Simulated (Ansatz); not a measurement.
# CH5InO2 (SMILES [CH3][In]([OH])[OH]): revPBE/def2-SVP (core potential)

Aim: the electronic atomisation energy of CH5InO2 at revPBE/def2-SVP (core potential), from 5 runs. 

The results are computed with Ansatz 0.2.0.

57 further runs of the same task are left out: 1 that didn't finish, 56 set aside as unsound or not needed. Runs told in other sessions of the task aren't counted.

**1. Starting point**

The species is CH5InO2 (9 atoms), meant as a singlet with charge 0. As SMILES, `[CH3][In]([OH])[OH]`. The shape is that of a PBE0-D4/def2-TZVP optimisation. This is one conformer, not always the lowest.

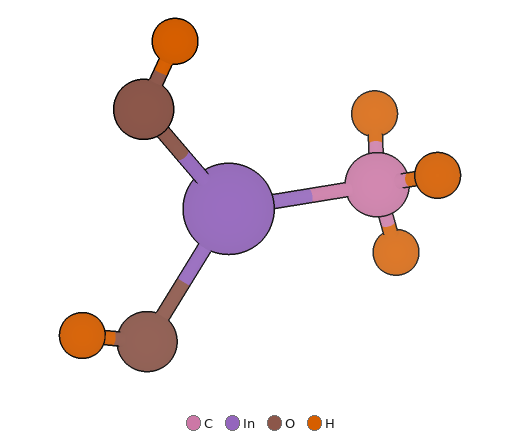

Viewed from a chosen angle; carbon pink, indium purple, oxygen brown, hydrogen orange.

**2. A single-point energy at revPBE/def2-SVP (core potential)**

molecule.yaml reads:

```yaml
crystal:
  periodic: [false, false, false]
  atoms:
    - {symbol: C, position_ang: [-0.086600, 0.920200, -1.366200]}
    - {symbol: In, position_ang: [0.122900, -0.336100, 0.337800]}
    - {symbol: O, position_ang: [1.440800, -1.806000, 0.500900]}
    - {symbol: O, position_ang: [-0.898600, -0.312900, 2.048600]}
    - {symbol: H, position_ang: [-1.126400, 0.929200, -1.692800]}
    - {symbol: H, position_ang: [0.212100, 1.936300, -1.107700]}
    - {symbol: H, position_ang: [0.547500, 0.548900, -2.169800]}
    - {symbol: H, position_ang: [1.365500, -2.243400, 1.353100]}
    - {symbol: H, position_ang: [-1.577100, 0.363700, 2.096100]}
basis:
  gaussian: {orbitals: def2-SVP}
total_charge: 0
hamiltonian: {xc: {name: revPBE}}
accuracy: high
output: {orbitals: {seedname: orbitals}}
```

The run is started by

```console
$ ansatz run molecule.yaml --threads 1 --pin off --max-ram 3480MiB --events-out events.jsonl --progress --plain --runs-dir runs
```

The program printed:

```text
Warning: RAYON_NUM_THREADS=1 ignored (pool sized by the plan → 1); use --threads N
Functional definition: revPBE
  name "revPBE"
  parameter kappa = 1.245
  parameter beta = 0.06672455060314922
  exchange = pbe_x(kappa = kappa, mu = beta*pi^2/3)
  correlation = pbe_c(beta = beta)
2222 factors; integrals over basis functions are off by at most 2.0e-8 eV
mean field evaluation 1: about -10362.8652 eV, gradient 9.7e1 eV
mean field evaluation 2: about -10267.9708 eV, gradient 2.1e2 eV
mean field evaluation 4: about -10381.4327 eV, gradient 2.1e1 eV
mean field evaluation 8: about -10382.5251 eV, gradient 1.4e-1 eV
mean field evaluation 16: about -10382.5175 eV, gradient 9.4e-6 eV
mean field -10382.51751913 eV, -381.5504813047 hartree, gradient 5.2e-8 eV, S^2 0.000000; 0 other end points of the search recorded, 0 dependent functions left out
reference -10382.51752513 eV, -381.5504815253 hartree; 24, 24 occupied and 69, 69 virtual orbitals, 2222 factors
Total energy: -10382.51752513 eV, -381.5504815253 hartree
```

Wall time 6 s (1 thread of Arm Neoverse V2, shared host); peak memory 0.26 GiB.

**3. The C atom**

molecule.yaml reads:

```yaml
crystal:
  periodic: [false, false, false]
  atoms:
    - {symbol: C, position_ang: [0.000000, 0.000000, 0.000000]}
basis:
  gaussian:
    orbitals: def2-SVP
magnetization:
  spin_polarized: true
  initial_magnetization: 2
hamiltonian:
  xc: {name: revPBE}
accuracy: high
```

Run the same way, it converges to -37.80104 Eh (log not shown).

**4. The H atom**

job.yaml reads:

```yaml
crystal:
  periodic: [false, false, false]
  atoms:
    - {symbol: H, position_ang: [0.000000, 0.000000, 0.000000]}
basis:
  gaussian:
    orbitals: def2-SVP
magnetization:
  spin_polarized: true
  initial_magnetization: 1
hamiltonian:
  xc: {name: revPBE}
accuracy: high
```

Run the same way, it converges to -0.50319 Eh (log not shown).

**5. The In atom, same level**

in.yaml reads:

```yaml
basis:
  gaussian:
    orbitals: def2-SVP
crystal:
  periodic: [false, false, false]
  atoms:
    - symbol: In
      position_ang: [0.000000, 0.000000, 0.000000]
magnetization:
  spin_polarized: true
  initial_magnetization: 1
accuracy: high
hamiltonian:
  xc: {name: revPBE}
```

Run the same way, it converges to -190.16523 Eh (log not shown).

**6. The O atom at the same level**

run.yaml reads:

```yaml
crystal:
  periodic: [false, false, false]
  atoms:
    - {symbol: O, position_ang: [0.000000, 0.000000, 0.000000]}
basis:
  gaussian: {orbitals: def2-SVP}
accuracy: high
magnetization: {spin_polarized: true, initial_magnetization: 2}
hamiltonian: {xc: {name: revPBE}}
```

Run the same way, it converges to -74.97644 Eh (log not shown).

**7. Results**

Level: revPBE/def2-SVP (core potential).

| quantity | value |
| --- | --- |
| molecule: total energy | -381.55048 Eh |
| molecule: HOMO energy | -5.94 eV |
| molecule: LUMO energy | -1.43 eV |
| molecule: HOMO–LUMO gap | 4.51 eV |
| C atom: total energy | -37.80104 Eh |
| C atom: ⟨S²⟩ | 2.002 |
| H atom: total energy | -0.50319 Eh |
| H atom: ⟨S²⟩ | 0.750 |
| In atom: total energy | -190.16523 Eh |
| In atom: ⟨S²⟩ | 0.752 |
| O atom: total energy | -74.97644 Eh |
| O atom: ⟨S²⟩ | 2.002 |
| electronic atomisation energy | 30.351 eV |

Taking the molecule apart into free atoms costs 30.35 eV (2928 kJ/mol), before zero-point energy and without spin-orbit coupling.
